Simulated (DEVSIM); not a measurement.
Structure: In0.49Ga0.51P/GaAs p-n heterojunction, at 350 K.

```tsv
layer (left to right)	material	thickness (μm)	Nd (cm⁻³)	Na (cm⁻³)	τn (s)	τp (s)
1	In0.49Ga0.51P	0.0510	-	2.3e17	1.1e-8	1.1e-8
2	GaAs	4.10	8.4e16	-	1.1e-8	3.3e-7
```

Left contact: ohmic. Right contact: ohmic. Voltage is applied to the left contact. Recombination: SRH at mid-gap. Mobility is μmin + (μ − μmin)/(1 + (N/Nref)^α).

Constants are typed, rounded textbook-type inputs, not results; the design itself was drawn at random and stands for no fabricated device. Values at 300 K; Nc and Nv go as T^1.5, mobilities as T to minus their exponent, the gap by Varshni's rule with the affinity fixed.

```
parameter         In0.49Ga0.51P      GaAs
----------------  -------------  --------
gap (eV)                   1.89     1.424
affinity (eV)                 4      4.07
permittivity               11.8      12.9
Nc (cm⁻³)                  9e17    4.7e17
Nv (cm⁻³)                1.3e19      9e18
μn (cm²/Vs)                1500      8500
μp (cm²/Vs)                  80       400
μn,min                      400       500
μp,min                       15        20
Nref,n                     2e16      6e16
Nref,p                   1.5e17    1.5e17
αn                          0.7      0.39
αp                          0.8      0.38
T exponent of μn           1.66       2.1
T exponent of μp              2       2.2
Varshni α (eV/K)         0.0005  0.000541
Varshni β (K)               250       204
```

Model (solved in DEVSIM): 1D drift-diffusion, Boltzmann statistics, complete ionisation; no tunnelling, impact ionisation, image-force lowering or self-heating. Band offsets follow the typed affinities; no thermionic-emission limit at abrupt steps, no polarisation charge.

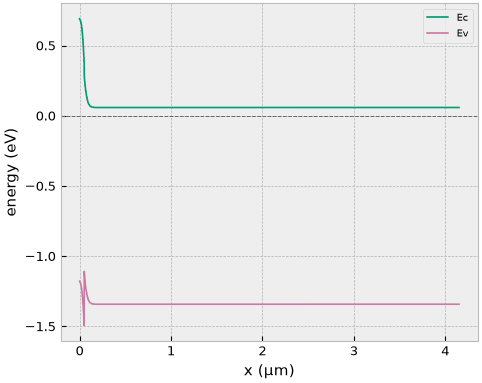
Band edges at 1.05 V on the left contact

Energies count from the Fermi level of the right contact; mesh points crowd at the junctions.

| x (μm) | Ec (eV) | Ev (eV) | n (cm⁻³) | p (cm⁻³) | field (V/cm) |
|---|---|---|---|---|---|
| 0.000 | 0.691 | -1.179 | < 1e2 | 2.3e17 | -12000 |
| 0.004483 | 0.685 | -1.184 | 4.6e7 | 1.9e17 | -14000 |
| 0.01295 | 0.670 | -1.200 | 1.8e8 | 1.1e17 | -24000 |
| 0.02652 | 0.616 | -1.254 | 1.5e9 | 1.9e16 | -59000 |
| 0.04270 | 0.476 | -1.394 | 1.6e11 | 1.8e14 | -110000 |
| 0.04908 | 0.395 | -1.474 | 2.3e12 | 1.1e13 | -140000 |
| 0.05285 | 0.277 | -1.124 | 6.1e13 | 7.1e17 | -100000 |
| 0.06319 | 0.202 | -1.199 | 7.3e14 | 5.9e16 | -56000 |
| 0.08158 | 0.124 | -1.277 | 9.6e15 | 4.5e15 | -31000 |
| 0.1169 | 0.068 | -1.333 | 6.2e16 | 7.0e14 | -5700 |
| 0.1934 | 0.059 | -1.342 | 8.4e16 | 5.0e14 | -53 |
| 0.4218 | 0.059 | -1.342 | 8.4e16 | 4.7e14 | ≈ 0 |
| 0.7968 | 0.059 | -1.342 | 8.4e16 | 4.2e14 | ≈ 0 |
| 1.546 | 0.059 | -1.342 | 8.4e16 | 3.2e14 | ≈ 0 |
| 3.085 | 0.059 | -1.342 | 8.4e16 | 1.3e14 | ≈ 0 |
| 3.620 | 0.059 | -1.342 | 8.4e16 | 6.6e13 | ≈ 0 |
| 3.888 | 0.059 | -1.342 | 8.4e16 | 3.3e13 | ≈ 0 |
| 4.027 | 0.059 | -1.342 | 8.4e16 | 1.5e13 | ≈ 0 |
| 4.105 | 0.059 | -1.342 | 8.4e16 | 5.7e12 | ≈ 0 |
| 4.130 | 0.059 | -1.342 | 8.4e16 | 2.5e12 | ≈ 0 |
| 4.144 | 0.059 | -1.342 | 8.4e16 | 9.1e11 | ≈ 0 |
| 4.151 | 0.059 | -1.342 | 8.4e16 | < 1e2 | ≈ 0 |
